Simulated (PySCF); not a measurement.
SiH (charge −1): geometry relaxation (part 2 of 2)

SiH, charge −1, multiplicity 3; UHF/def2-tzvpp, optimize (PySCF 2.14.0). 

The program's output, continued
```
******** <class 'pyscf.scf.hf.UHF_Scanner'> ********
method = UHF_Scanner
initial guess = minao
damping factor = 0
level_shift factor = 0
DIIS = <class 'pyscf.scf.diis.CDIIS'>
diis_start_cycle = 1
diis_space = 8
diis_damp = 0
SCF conv_tol = 1e-09
SCF conv_tol_grad = None
SCF max_cycles = 50
direct_scf = True
direct_scf_tol = 1e-13
number electrons alpha = 9  beta = 7
Set gradient conv threshold to 3.16228e-05
init E= -289.454735009728
  alpha nocc = 9  HOMO = -0.0466794181607429  LUMO = 0.36803713062212
  beta  nocc = 7  HOMO = -0.106562293627533  LUMO = 0.281935350634129
  HOMO = -0.0466794181607  LUMO = 0.281935350634  gap/eV = 8.94206
cycle= 1 E= -289.455828918725  delta_E= -0.00109  |g|= 0.00134  |ddm|= 0.00538
  alpha nocc = 9  HOMO = -0.0464159871282527  LUMO = 0.36828636191948
  beta  nocc = 7  HOMO = -0.105929568568124  LUMO = 0.282170427512036
  HOMO = -0.0464159871283  LUMO = 0.282170427512  gap/eV = 8.94129
cycle= 2 E= -289.455830631215  delta_E= -1.71e-06  |g|= 0.000417  |ddm|= 0.0018
  alpha nocc = 9  HOMO = -0.0464534840746163  LUMO = 0.368252998736553
  beta  nocc = 7  HOMO = -0.105883822718898  LUMO = 0.2821509339464
  HOMO = -0.0464534840746  LUMO = 0.282150933946  gap/eV = 8.94178
cycle= 3 E= -289.455830762638  delta_E= -1.31e-07  |g|= 0.000132  |ddm|= 0.000675
  alpha nocc = 9  HOMO = -0.0464699345100987  LUMO = 0.368239332289244
  beta  nocc = 7  HOMO = -0.105870156623739  LUMO = 0.282143246064915
  HOMO = -0.0464699345101  LUMO = 0.282143246065  gap/eV = 8.94202
cycle= 4 E= -289.455830800817  delta_E= -3.82e-08  |g|= 3.11e-05  |ddm|= 0.000528
  alpha nocc = 9  HOMO = -0.0464682391015112  LUMO = 0.368241244721204
  beta  nocc = 7  HOMO = -0.105857037560137  LUMO = 0.282146094662093
  HOMO = -0.0464682391015  LUMO = 0.282146094662  gap/eV = 8.94205
cycle= 5 E= -289.45583080337  delta_E= -2.55e-09  |g|= 9.86e-06  |ddm|= 0.000143
  alpha nocc = 9  HOMO = -0.0464687395875453  LUMO = 0.368241001452809
  beta  nocc = 7  HOMO = -0.105853669631019  LUMO = 0.282145808004639
  HOMO = -0.0464687395875  LUMO = 0.282145808005  gap/eV = 8.94206
cycle= 6 E= -289.455830803635  delta_E= -2.64e-10  |g|= 4.69e-06  |ddm|= 4.12e-05
  alpha nocc = 9  HOMO = -0.0464685364298096  LUMO = 0.368240865528145
  beta  nocc = 7  HOMO = -0.105852578160619  LUMO = 0.282145760557497
  HOMO = -0.0464685364298  LUMO = 0.282145760557  gap/eV = 8.94205
Extra cycle  E= -289.455830803685  delta_E= -5.01e-11  |g|= 3.11e-06  |ddm|= 1.3e-05
converged SCF energy = -289.455830803685  <S^2> = 2.0378013  2S+1 = 3.0250959

******** <class 'pyscf.grad.rhf.Gradients_Scanner'> for <class 'pyscf.scf.hf.UHF_Scanner'> ********
unit = Eh/Bohr
--------------- UHF_Scanner gradients ---------------
         x                y                z
0 Si    -0.0000000000     0.0000000000     0.0009952245
1 H     0.0000000000    -0.0000000000    -0.0009952245
----------------------------------------------
cycle 3: E = -289.455830804  dE = -5.59652e-05  norm(grad) = 0.00140746
Step    2 : Displace = 5.863e-03/5.863e-03 (rms/max) Trust = 1.414e-01 (+) Grad = 9.952e-04/9.952e-04 (rms/max) E (change) = -289.4558308037 (-5.597e-05) Quality = 1.237
Hessian Eigenvalues: 5.00000e-02 5.00000e-02 5.00000e-02 ... 5.00000e-02 5.00000e-02 1.39419e-01

Geometry optimization cycle 4
Cartesian coordinates (Angstrom)
 Atom        New coordinates             dX        dY        dZ
  Si  -0.000000   0.000000  -0.060839    0.000000 -0.000000 -0.001889
   H   0.000000  -0.000000   1.488839   -0.000000  0.000000  0.001889
New geometry
   1 Si    -0.000000000000   0.000000000000  -0.060838717951 AA   -0.000000000000   0.000000000000  -0.114968514697 Bohr
   2 H      0.000000000000  -0.000000000000   1.488838717951 AA    0.000000000000  -0.000000000000   2.813497420576 Bohr

******** <class 'pyscf.scf.hf.UHF_Scanner'> ********
method = UHF_Scanner
initial guess = minao
damping factor = 0
level_shift factor = 0
DIIS = <class 'pyscf.scf.diis.CDIIS'>
diis_start_cycle = 1
diis_space = 8
diis_damp = 0
SCF conv_tol = 1e-09
SCF conv_tol_grad = None
SCF max_cycles = 50
direct_scf = True
direct_scf_tol = 1e-13
number electrons alpha = 9  beta = 7
Set gradient conv threshold to 3.16228e-05
init E= -289.455469028699
  alpha nocc = 9  HOMO = -0.0466308311209626  LUMO = 0.367822772513447
  beta  nocc = 7  HOMO = -0.106189179459385  LUMO = 0.282013818696797
  HOMO = -0.046630831121  LUMO = 0.282013818697  gap/eV = 8.94288
cycle= 1 E= -289.455834277078  delta_E= -0.000365  |g|= 0.000431  |ddm|= 0.00173
  alpha nocc = 9  HOMO = -0.0465437925376851  LUMO = 0.36790521630107
  beta  nocc = 7  HOMO = -0.105981558357437  LUMO = 0.28209155426233
  HOMO = -0.0465437925377  LUMO = 0.282091554262  gap/eV = 8.94262
cycle= 2 E= -289.455834455441  delta_E= -1.78e-07  |g|= 0.000134  |ddm|= 0.00058
  alpha nocc = 9  HOMO = -0.0465561277424994  LUMO = 0.367894071876599
  beta  nocc = 7  HOMO = -0.105967074940784  LUMO = 0.282085012081033
  HOMO = -0.0465561277425  LUMO = 0.282085012081  gap/eV = 8.94278
cycle= 3 E= -289.455834469208  delta_E= -1.38e-08  |g|= 4.29e-05  |ddm|= 0.000219
  alpha nocc = 9  HOMO = -0.0465614531832256  LUMO = 0.367889541803548
  beta  nocc = 7  HOMO = -0.105962444872338  LUMO = 0.282082471736298
  HOMO = -0.0465614531832  LUMO = 0.282082471736  gap/eV = 8.94286
cycle= 4 E= -289.455834473252  delta_E= -4.04e-09  |g|= 1.02e-05  |ddm|= 0.000172
  alpha nocc = 9  HOMO = -0.0465608857781636  LUMO = 0.367890133643252
  beta  nocc = 7  HOMO = -0.105958073496517  LUMO = 0.282083376823267
  HOMO = -0.0465608857782  LUMO = 0.282083376823  gap/eV = 8.94287
cycle= 5 E= -289.455834473532  delta_E= -2.81e-10  |g|= 3.36e-06  |ddm|= 4.75e-05
  alpha nocc = 9  HOMO = -0.0465610177662165  LUMO = 0.367890036154307
  beta  nocc = 7  HOMO = -0.105957347913415  LUMO = 0.282083255054737
  HOMO = -0.0465610177662  LUMO = 0.282083255055  gap/eV = 8.94287
Extra cycle  E= -289.455834473558  delta_E= -2.52e-11  |g|= 2.05e-06  |ddm|= 9.77e-06
converged SCF energy = -289.455834473558  <S^2> = 2.0377612  2S+1 = 3.0250694

******** <class 'pyscf.grad.rhf.Gradients_Scanner'> for <class 'pyscf.scf.hf.UHF_Scanner'> ********
unit = Eh/Bohr
--------------- UHF_Scanner gradients ---------------
         x                y                z
0 Si     0.0000000000     0.0000000000     0.0000356204
1 H    -0.0000000000    -0.0000000000    -0.0000356204
----------------------------------------------
cycle 4: E = -289.455834474  dE = -3.66987e-06  norm(grad) = 5.03748e-05
Step    3 : Displace = 1.889e-03/1.889e-03 (rms/max) Trust = 2.000e-01 (+) Grad = 3.562e-05/3.562e-05 (rms/max) E (change) = -289.4558344736 (-3.670e-06) Quality = 1.033
Hessian Eigenvalues: 5.00000e-02 5.00000e-02 5.00000e-02 ... 5.00000e-02 5.00000e-02 1.34429e-01

Geometry optimization cycle 5
Cartesian coordinates (Angstrom)
 Atom        New coordinates             dX        dY        dZ
  Si  -0.000000  -0.000000  -0.060909   -0.000000 -0.000000 -0.000070
   H   0.000000   0.000000   1.488909    0.000000  0.000000  0.000070
New geometry
   1 Si    -0.000000000000  -0.000000000000  -0.060908827548 AA   -0.000000000000  -0.000000000000  -0.115101002634 Bohr
   2 H      0.000000000000   0.000000000000   1.488908827548 AA    0.000000000000   0.000000000000   2.813629908513 Bohr

******** <class 'pyscf.scf.hf.UHF_Scanner'> ********
method = UHF_Scanner
initial guess = minao
damping factor = 0
level_shift factor = 0
DIIS = <class 'pyscf.scf.diis.CDIIS'>
diis_start_cycle = 1
diis_space = 8
diis_damp = 0
SCF conv_tol = 1e-09
SCF conv_tol_grad = None
SCF max_cycles = 50
direct_scf = True
direct_scf_tol = 1e-13
number electrons alpha = 9  beta = 7
Set gradient conv threshold to 3.16228e-05
init E= -289.455820739312
  alpha nocc = 9  HOMO = -0.0465670057359356  LUMO = 0.367874435530629
  beta  nocc = 7  HOMO = -0.105969346509433  LUMO = 0.28207834069795
  HOMO = -0.0465670057359  LUMO = 0.282078340698  gap/eV = 8.94290
cycle= 1 E= -289.455834478083  delta_E= -1.37e-05  |g|= 1.62e-05  |ddm|= 6.54e-05
  alpha nocc = 9  HOMO = -0.0465637446252662  LUMO = 0.367877448518541
  beta  nocc = 7  HOMO = -0.105961346444856  LUMO = 0.282081205685079
  HOMO = -0.0465637446253  LUMO = 0.282081205685  gap/eV = 8.94288
cycle= 2 E= -289.455834478342  delta_E= -2.59e-10  |g|= 5.2e-06  |ddm|= 2.24e-05
  alpha nocc = 9  HOMO = -0.0465642427481881  LUMO = 0.367876935728074
  beta  nocc = 7  HOMO = -0.105960581420096  LUMO = 0.282080906156743
  HOMO = -0.0465642427482  LUMO = 0.282080906157  gap/eV = 8.94289
Extra cycle  E= -289.455834478368  delta_E= -2.6e-11  |g|= 1.68e-06  |ddm|= 1.05e-05
converged SCF energy = -289.455834478368  <S^2> = 2.0377581  2S+1 = 3.0250673

******** <class 'pyscf.grad.rhf.Gradients_Scanner'> for <class 'pyscf.scf.hf.UHF_Scanner'> ********
unit = Eh/Bohr
--------------- UHF_Scanner gradients ---------------
         x                y                z
0 Si    -0.0000000000    -0.0000000000     0.0000001244
1 H     0.0000000000     0.0000000000    -0.0000001244
----------------------------------------------
cycle 5: E = -289.455834478  dE = -4.8106e-09  norm(grad) = 1.7586e-07
```

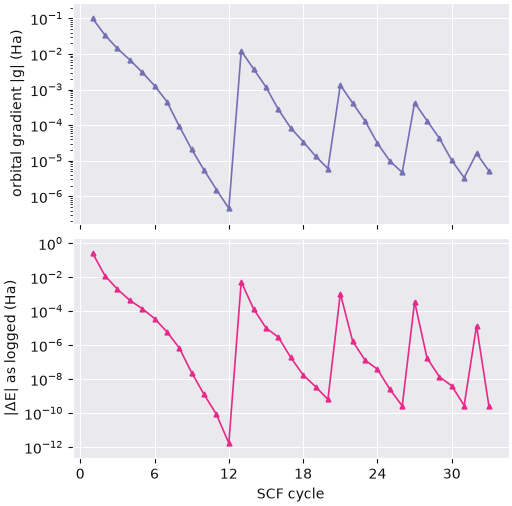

Figure 1. Convergence of the self-consistent field: orbital gradient |g| and size of the energy change against the SCF cycle. All cycles printed in the log are drawn one after another.

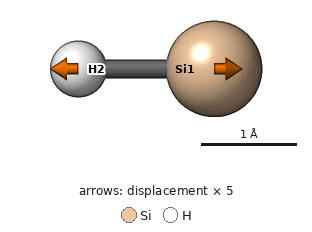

Figure 2. The starting structure with the displacements as orange arrows, magnified 5 times (ball-and-stick view, seen on its broad side). The two geometries are laid on each other by the best rigid fit. The largest moves after the best rigid fit, 0.061 Å, are those of Si1 and H2. Largest moves by element: Si 0.061 Å, H 0.061 Å. Among the contacts that change: Si1–H2 1.428 → 1.550 Å. (Atoms are counted from 1 in the order of the input.)

```
Step    4 : Displace = 7.011e-05/7.011e-05 (rms/max) Trust = 2.828e-01 (+) Grad = 1.244e-07/1.244e-07 (rms/max) E (change) = -289.4558344784 (-4.811e-09) Quality = 1.019
Hessian Eigenvalues: 5.00000e-02 5.00000e-02 5.00000e-02 ... 5.00000e-02 5.00000e-02 1.34429e-01
Converged! =D

    #| If this code has benefited your research, please support us by citing: |#
    #| Wang, L.-P.; Song, C.C. (2016) "Geometry optimization made simple with |#
    #| translation and rotation coordinates", J. Chem, Phys. 144, 214108.     |#
    #|                                     |#
optimised geometry (angstrom)
Si         -0.00000000       -0.00000000       -0.06090883
H           0.00000000        0.00000000        1.48890883
orbital energies (hartree): [array([-0.1485, -0.0439, -0.0439,  0.3523,  0.4615,  0.505 ]), array([-3.9473, -0.3498, -0.1023,  0.2839,  0.2839,  0.378 ])]
```

This output came from the following input.

The input
```python
from pyscf import gto, scf
from pyscf.geomopt.geometric_solver import optimize

mol = gto.M(
    atom='Si 0 0 0; H 0 0 1.428',
    basis='def2-tzvpp',
    charge=-1,
    spin=2,
    verbose=4,
)
mf = scf.UHF(mol)
mf.kernel()
mol_eq = optimize(mf, maxsteps=30)
print('optimised geometry (angstrom)')
print(mol_eq.tostring('raw'))
print('orbital energies (hartree):', [e[max(0, n-3):n+3].round(4) for e, n in zip(mf.mo_energy, mol.nelec)])
```

Launched with:
```bash
OMP_NUM_THREADS=1 python input.py
```

Key numbers

```json
{"quantity": "outcome", "value": "converged"}
{"quantity": "SCF energy at the first geometry", "value": "−289.451540 hartree"}
{"quantity": "⟨S²⟩", "value": "2.039"}
{"quantity": "hardware", "value": "1 CPU thread, shared host"}
{"quantity": "wall time", "value": "3.2 s"}
```
